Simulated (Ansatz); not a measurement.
B2SiH5OF: several calculations on one system

**1. Relaxation**

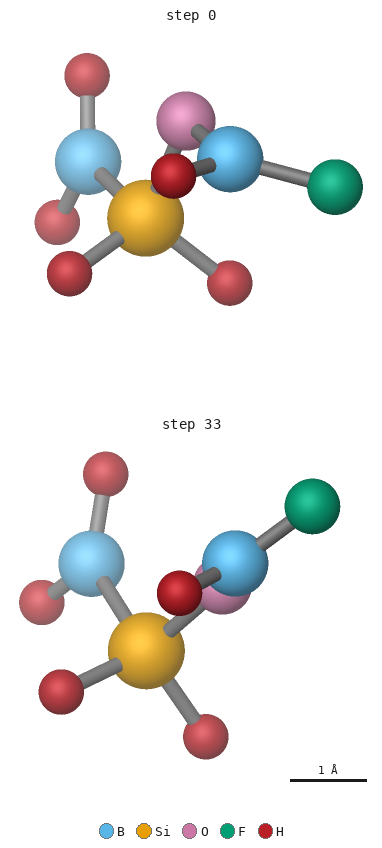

The structure of B₂SiH₅OF before (top) and after (bottom) a relaxation, at one scale.

A ball-and-stick model, seen from a free direction.

The run prepares an end point of a later path (torsion) calculation, from a guessed geometry.

Method: RHF/def2-SVP in Ansatz 0.2.0.

Input
```yaml
crystal:
  periodic: [false, false, false]
  atoms:
    - { symbol: B, position_ang: [-0.1796, 1.2213, 1.7691] }
    - { symbol: Si, position_ang: [-0.4552, 0.2215, 0.1362] }
    - { symbol: O, position_ang: [0.9966, -0.5675, -0.2462] }
    - { symbol: B, position_ang: [0.8471, -1.3158, -1.46] }
    - { symbol: F, position_ang: [1.0643, -0.7469, -2.7627] }
    - { symbol: H, position_ang: [-1.1336, 1.9076, 2.1844] }
    - { symbol: H, position_ang: [0.8399, 1.2769, 2.3187] }
    - { symbol: H, position_ang: [-1.4794, -0.7494, 0.3488] }
    - { symbol: H, position_ang: [-0.8253, 1.1481, -0.9173] }
    - { symbol: H, position_ang: [0.4082, -2.4469, -1.368] }
basis:
  gaussian: { orbitals: def2-SVP }
hamiltonian:
  xc: hf
relax:
  f_tol: 0.015
  max_steps: 40
```

Command:
```bash
ansatz run input.yaml --threads 1 --pin off --max-ram 2048MiB --backend cpu --events-out ev --progress --plain --runs-dir out
```

What changed between the two?

The atom that moves furthest after the best rigid fit is F5 (1.25 Å). Largest moves by element: F 1.25 Å, O 0.87 Å, H 0.72 Å, Si 0.33 Å, B 0.10 Å. Near-neighbour distances that change, for instance: B4–F5 1.438 → 1.317 Å, O3–B4 1.434 → 1.332 Å, B1–Si2 1.934 → 2.030 Å, Si2–H8 1.427 → 1.486 Å. Bond angles that change, for instance: Si2–O3–B4 110.1° → 140.7°, O3–B4–H10 117.3° → 123.2°, O3–B4–F5 123.0° → 118.8°. Groups turn about O3–B4 by about 90°, Si2–O3 by about 55°. After 27 accepted moves (33 points after the start) the energy has fallen by 1.170 eV. Largest force component: 4.2 eV/Å at the start, 0.011 eV/Å at the end. The line search rejected the trial steps at points 8, 15, 17, 23, 29, 31 of the run.

**2. Relaxation**

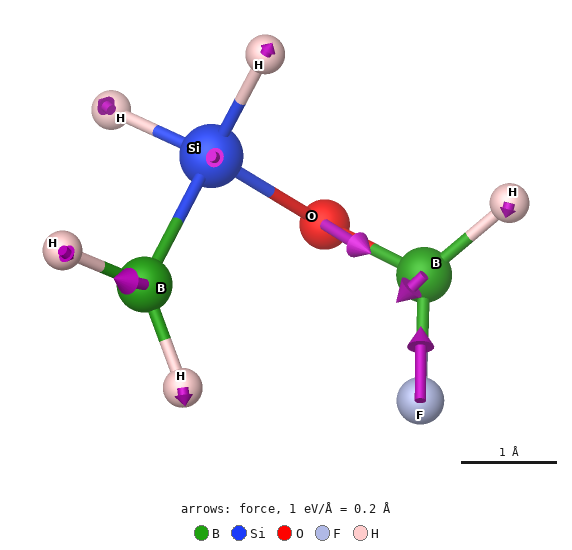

Starting geometry of B₂SiH₅OF with the computed forces as purple arrows. A ball-and-stick model, seen at a tilt.

The run prepares an end point of a later path (torsion) calculation, from a guessed geometry.

Level of theory: RHF/def2-SVP (Ansatz 0.2.0). Set-up: no spin polarisation; force threshold 0.015 eV/Å; at most 40 steps.

Question: Is this structure relaxed? If not, where do the atoms go?

Answer: It isn't relaxed: the largest force vector, on the F atom, is 4.38 eV/Å. The final displacements follow the starting forces only in part (cosine between the two patterns 0.34). The largest move after the best rigid fit is that of the O atom, 1.24 Å. Largest moves by element: O 1.24 Å, F 1.11 Å, H 0.98 Å, B 0.34 Å, Si 0.23 Å. Among the contacts that change: B–F 1.438 → 1.327 Å, B–O 1.434 → 1.331 Å, B–Si 1.934 → 2.033 Å, H–Si 1.427 → 1.483 Å. Among the angles between lasting bonds that change: Si–O–B 110.1° → 135.6°, O–B–H 117.3° → 122.4°, B–Si–O 108.0° → 113.0°. Groups turn about O–Si by about 115°, B–O by about 90°. Over 22 accepted moves (26 points after the start) the energy falls by 123.7 kJ/mol. The largest force component goes from 3.2 to 0.0094 eV/Å. The line search rejected the trial steps at points 7, 14, 20, 22 of the run.

**3. Path**

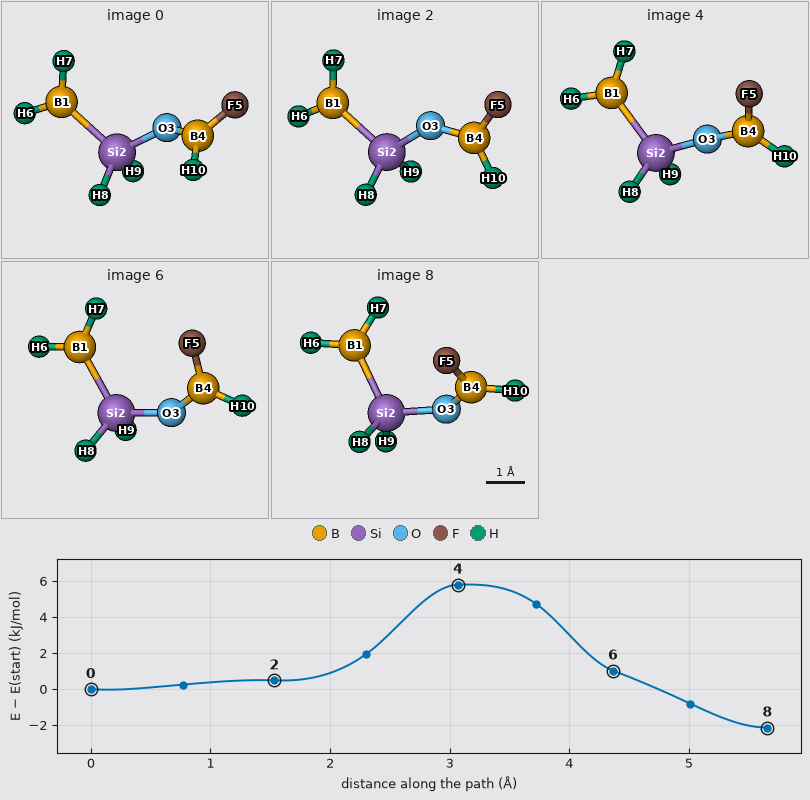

NEB run on B$_{2}$SiH$_{5}$OF. Images are numbered from 0 (start) to 8 (end). A ball-and-stick model, seen at a tilt.

Level of theory: RHF/def2-SVP in Ansatz. Set-up: 7 movable images; climbing image; force threshold 0.05 eV/Å; iteration limit 60; starting path through a guess of the saddle point.

### What happens along the path, and what is the barrier?

The highest point, image 4, lies 5.8 kJ/mol above the start and 7.9 kJ/mol above the end; the end is at −2.1 kJ/mol relative to the start. The motion is an in-plane inversion: the angle Si2–O3–B4 opens from 141° to 176° on the way and closes on the other side (136° at the end). No bond forms or breaks between the ends. Bond angles that change up to the highest image, for instance: Si2–O3–B4 140.7° → 175.8°. The band converged in 57 iterations, with a climbing image at the top. At the top, the vibrational analysis gives one imaginary mode (76i cm⁻¹), as a transition state must have.

Cost: 12 min on 1 thread of Intel(R) Xeon(R) Platinum 8488C (Sapphire Rapids), with other jobs on the host, peak memory 0.19 GiB.
